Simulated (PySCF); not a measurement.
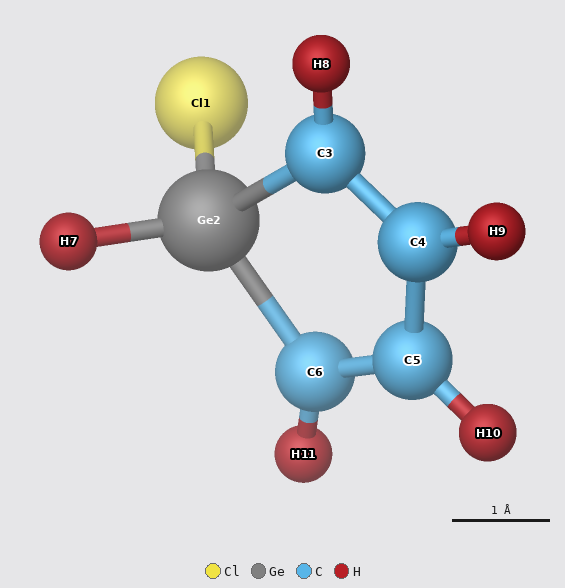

Figure 1. The structure as given in the input (ball-and-stick view, seen at a tilt; atoms are numbered from 1 in the order of the input). Sticks mark near contacts.

# Core-level calculation, with input and output: C₄H₅ClGe

- system: C₄H₅ClGe
- method: delta-SCF UKS HF, pcX-2 on the ionised atom, pcseg-1 elsewhere, spin-free X2C (PySCF 2.14.0)

Figures and captions count atoms from 1; the log counts them from 0 in places.

### What the program printed
```
ground state, core basis on atom 0 (Cl), 168 functions
  cycle   1  E = -2707.56771011  |g| = 4.37e-01
  cycle   2  E = -2707.63673770  |g| = 1.77e-01
  cycle   3  E = -2707.64517189  |g| = 5.64e-02
  cycle   4  E = -2707.64632920  |g| = 1.04e-02
  cycle   5  E = -2707.64636646  |g| = 4.27e-03
  cycle   6  E = -2707.64637360  |g| = 1.24e-03
  cycle   7  E = -2707.64637463  |g| = 3.70e-04
  E(ground) = -2707.64637463 Eh
hole in Cl 1s of atom 0
  cycle   1  E = -2602.45679509  |g| = 5.42e+00
  cycle   2  E = -2603.56523637  |g| = 1.15e+00
  cycle   3  E = -2603.68451378  |g| = 1.07e-01
[... 5 cycles left out ...]
  E(ion) = -2603.68695224 Eh   <S^2> = 0.7527   hole on atom = 1.000   binding energy = 2828.880 eV
hole in Cl 2p of atom 0
[... 8 cycles left out ...]
  E(ion) = -2700.09998776 Eh   <S^2> = 0.7587   hole on atom = 1.001   binding energy = 205.348 eV
  2p3/2 = 204.793 eV   2p1/2 = 206.399 eV
ground state, core basis on atom 2 (C), 157 functions
[... 5 cycles left out ...]
  E(ground) = -2707.46692608 Eh
hole in C 1s of atom 2
[... 16 cycles left out ...]
  E(ion) = -2696.82428670 Eh   <S^2> = 1.1748   hole on atom = 1.000   binding energy = 289.601 eV
ground state, core basis on atom 3 (C), 157 functions
[... 4 cycles left out ...]
  E(ground) = -2707.46557509 Eh
hole in C 1s of atom 3
[... 7 cycles left out ...]
  cycle   8  E = -2696.78211743  |g| = 1.55e-02
  cycle   9  E = -2696.78390787  |g| = 1.39e-02
  cycle  10  E = -2696.78584572  |g| = 1.27e-02
  cycle  11  E = -2696.78696051  |g| = 1.19e-02
  cycle  12  E = -2696.78832120  |g| = 1.02e-02
  cycle  13  E = -2696.78993376  |g| = 4.82e-03
  cycle  14  E = -2696.78999762  |g| = 2.48e-03
  cycle  15  E = -2696.78993009  |g| = 3.24e-03
  cycle  16  E = -2696.79002044  |g| = 6.70e-04
  cycle  17  E = -2696.79002169  |g| = 3.10e-04
  E(ion) = -2696.79002169 Eh   <S^2> = 1.4011   hole on atom = 1.000   binding energy = 290.497 eV
```

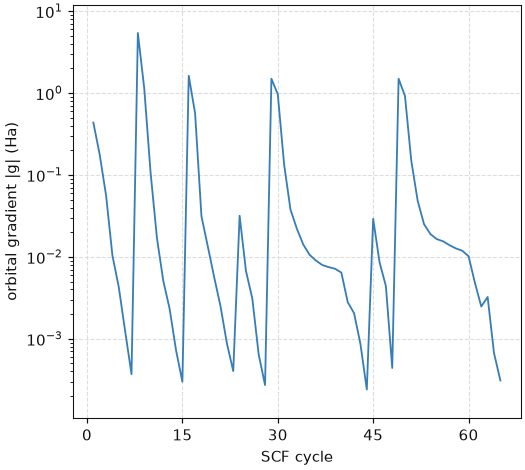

Figure 2. Convergence of the self-consistent field: orbital gradient |g| against the SCF cycle. All cycles printed in the log are drawn one after another.

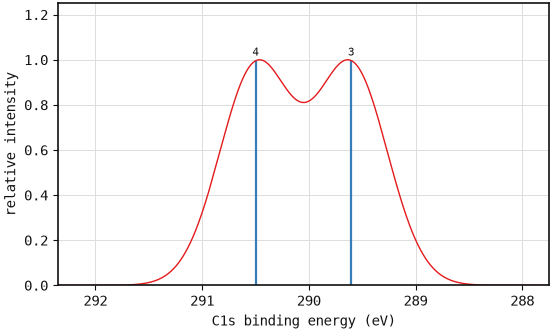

Figure 3. C1s binding energies by ΔSCF of the atoms computed, labelled by atom number, with a Gaussian envelope of 0.8 eV full width. They run from 289.60 eV (atom 3) to 290.50 eV (atom 4).

The run was set up as follows.

### Input file
```
{"job": {"kind": "xps", "xc": "HF"}, "charge": 0, "multiplicity": 1}
Cl    -2.148942    -2.121289    -0.794469
Ge    -0.923926    -0.894350     0.502382
C     -0.960941     0.984908     0.023346
C      0.295731     1.311606    -0.329555
C      1.331214     0.245807    -0.310570
C      0.962299    -0.993762     0.060509
H     -1.330249    -1.256549     1.937299
H     -1.790280     1.693218     0.033586
H      0.584533     2.325048    -0.629503
H      2.356692     0.498957    -0.601645
H      1.644817    -1.843759     0.096748
```

The first line tells a small driver script what to run in PySCF; the rest is the geometry in Å.

Launched with:
```bash
OMP_NUM_THREADS=1 python <driver script> task.json out
```

### Results in brief

- outcome: converged
- hardware: 1 CPU thread, shared host
- wall time: 54 s
- peak memory: 0.58 GiB

### Remarks

The core-hole state is spin-contaminated.
